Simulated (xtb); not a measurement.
**Run report: Si3PH9O, geometry relaxation (part 4 of 4)**

Si3PH9O; GFN0-xTB (xtb 6.7.1). 

Geometry of the input (Å):
```
O  -0.8020  1.7182  0.5951
P  0.4471  0.7930  1.3600
Si -0.7739  -0.9640  1.7855
Si 1.4928  0.3981  -0.4819
Si 0.0595  -0.0094  -2.1732
H  -1.0808  2.1990  1.0768
H  0.5743  -2.0296  2.3622
H  -1.8465  -0.8415  2.8241
H  -1.1877  -1.7866  0.7304
H  2.2008  1.5874  -0.8123
H  2.4517  -0.7609  -0.1272
H  -0.4860  -1.3778  -2.1810
H  -0.9393  0.7320  -2.4038
H  0.8064  0.1445  -3.5098
```

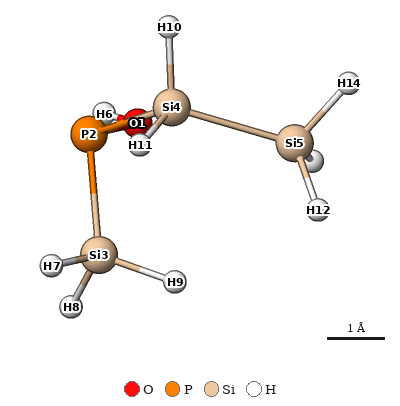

The geometry at step 18 of the log (ball-and-stick view, seen at a tilt; atoms are numbered from 1 in the order of the input).

**Trajectory as extended XYZ, continued**
```
14
Properties=species:S:1:pos:R:3 step=11 energy=-440.15093
O    -0.8651    1.9096    0.7820
P     0.3028    0.9874    1.3857
Si   -0.5643   -1.0277    1.7406
Si    1.3911    0.3423   -0.4581
Si    0.1290   -0.1354   -2.3090
H    -1.1887    2.5564    1.4097
H     0.4953   -1.8629    2.3013
H    -1.6377   -0.9720    2.7341
H    -1.1212   -1.7462    0.5904
H     2.3995    1.3500   -0.7774
H     2.1590   -0.8220   -0.0258
H    -0.2812   -1.5454   -2.3791
H    -1.1203    0.6338   -2.3704
H     0.8183    0.1344   -3.5792
14
Properties=species:S:1:pos:R:3 step=13 energy=-440.15405
O    -0.8798    1.9378    0.8084
P     0.3029    1.0211    1.4016
Si   -0.5450   -1.0066    1.7284
Si    1.3618    0.3246   -0.4406
Si    0.1217   -0.1508   -2.3072
H    -1.1829    2.5997    1.4350
H     0.5203   -1.8446    2.2753
H    -1.6253   -0.9904    2.7119
H    -1.0782   -1.7089    0.5582
H     2.4054    1.2909   -0.7802
H     2.0930   -0.8574    0.0116
H    -0.2381   -1.5698   -2.4227
H    -1.1562    0.5733   -2.3771
H     0.8169    0.1834   -3.5577
14
Properties=species:S:1:pos:R:3 step=15 energy=-440.15667
O    -0.8859    1.9535    0.8044
P     0.3024    1.0459    1.4026
Si   -0.5308   -0.9908    1.7116
Si    1.3544    0.3066   -0.4258
Si    0.1094   -0.1648   -2.2908
H    -1.1731    2.6161    1.4372
H     0.5302   -1.8258    2.2701
H    -1.6305   -0.9950    2.6715
H    -1.0312   -1.6825    0.5231
H     2.4204    1.2419   -0.7870
H     2.0601   -0.8824    0.0461
H    -0.2009   -1.5878   -2.4545
H    -1.1918    0.5250   -2.3337
H     0.7839    0.2423   -3.5299
14
Properties=species:S:1:pos:R:3 step=17 energy=-440.15921
O    -0.8739    1.9766    0.7850
P     0.3050    1.0653    1.3980
Si   -0.5231   -0.9782    1.6837
Si    1.3610    0.2927   -0.4138
Si    0.0911   -0.1750   -2.2618
H    -1.1513    2.6279    1.4296
H     0.5274   -1.7994    2.2843
H    -1.6597   -0.9967    2.6033
H    -0.9678   -1.6760    0.4753
H     2.4427    1.2021   -0.7876
H     2.0452   -0.9029    0.0734
H    -0.1618   -1.6020   -2.4745
H    -1.2385    0.4641   -2.2503
H     0.7204    0.3038   -3.4998
14
Properties=species:S:1:pos:R:3 step=18 energy=-440.16065
O    -0.8616    1.9893    0.7763
P     0.3082    1.0684    1.3943
Si   -0.5232   -0.9749    1.6682
Si    1.3696    0.2912   -0.4121
Si    0.0822   -0.1773   -2.2477
H    -1.1360    2.6352    1.4262
H     0.5177   -1.7866    2.2996
H    -1.6824   -0.9954    2.5611
H    -0.9344   -1.6855    0.4520
H     2.4546    1.1936   -0.7849
H     2.0460   -0.9084    0.0799
H    -0.1455   -1.6064   -2.4737
H    -1.2603    0.4316   -2.2040
H     0.6815    0.3276   -3.4905
14
Properties=species:S:1:pos:R:3 step=20 energy=-440.16396
O    -0.8330    2.0077    0.7753
P     0.3215    1.0671    1.3942
Si   -0.5259   -0.9726    1.6417
Si    1.3857    0.2966   -0.4151
Si    0.0689   -0.1784   -2.2277
H    -1.1037    2.6569    1.4250
H     0.4816   -1.7710    2.3411
H    -1.7335   -0.9865    2.4682
H    -0.8702   -1.7159    0.4159
H     2.4745    1.1945   -0.7810
H     2.0557   -0.9085    0.0756
H    -0.1153   -1.6148   -2.4625
H    -1.2921    0.3670   -2.1196
H     0.6024    0.3603   -3.4864
14
Properties=species:S:1:pos:R:3 step=22 energy=-440.16626
O    -0.8250    1.9977    0.7815
P     0.3345    1.0669    1.4036
Si   -0.5254   -0.9691    1.6483
Si    1.3837    0.2904   -0.4137
Si    0.0681   -0.1854   -2.2266
H    -1.1059    2.6582    1.4186
H     0.4639   -1.7846    2.3499
H    -1.7412   -0.9759    2.4560
H    -0.8585   -1.6864    0.4121
H     2.4648    1.1976   -0.7940
H     2.0629   -0.9086    0.0753
H    -0.0985   -1.6198   -2.4814
H    -1.2955    0.3456   -2.1070
H     0.5887    0.3758   -3.4777
14
Properties=species:S:1:pos:R:3 step=24 energy=-440.16736
O    -0.8125    1.9990    0.7886
P     0.3453    1.0660    1.4075
Si   -0.5264   -0.9664    1.6432
Si    1.3878    0.2890   -0.4126
Si    0.0650   -0.1916   -2.2207
H    -1.1049    2.6617    1.4174
H     0.4434   -1.7927    2.3589
H    -1.7522   -0.9583    2.4358
H    -0.8517   -1.6809    0.4038
H     2.4634    1.1979   -0.8062
H     2.0750   -0.9054    0.0747
H    -0.0777   -1.6251   -2.4948
H    -1.3087    0.3096   -2.0860
H     0.5709    0.3994   -3.4648
```

**Results in brief**

| quantity | value |
| --- | --- |
| outcome | converged |
| electrons treated | 32 |
| total energy | −16.175852 hartree |
| dispersion energy | −0.004902 hartree |
| basis functions | 62 |
| HOMO | −10.15 eV |
| LUMO | −7.54 eV |
| dipole moment | 3.06 D |
| hardware | 1 thread of Arm Neoverse N1, 98 GiB of memory available, shared host |
| peak memory | 0.077 GiB |
